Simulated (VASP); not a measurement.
Band structure of Mg₂Ge (antifluorite). These are PBE GGA with spin-orbit coupling, VASP's PBE PAW potentials (set 64) (plane waves; VASP) values and carry that method's errors.

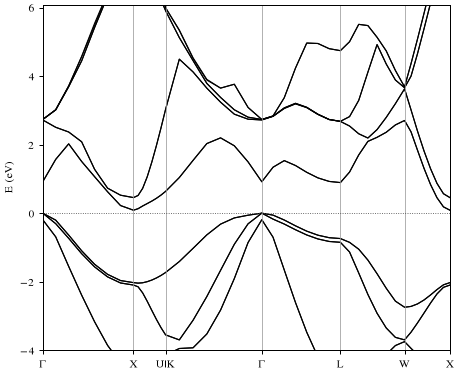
Figure: Bands along high-symmetry lines, zero at the valence-band maximum or, without a gap, the Fermi level

Task: Read the plot: is there a gap, and where are the band edges?

Result: The gap is indirect, 0.09 eV, from the valence maximum at Γ to the conduction minimum at X.

Measured: gap 0.74 eV (computed value off by -0.65 eV), as given by Byungki Ryu et al., Journal of the Korean Physical Society (2019), arXiv:1905.06140.

The compound is Mg2Ge in the antifluorite structure. It was relaxed first.
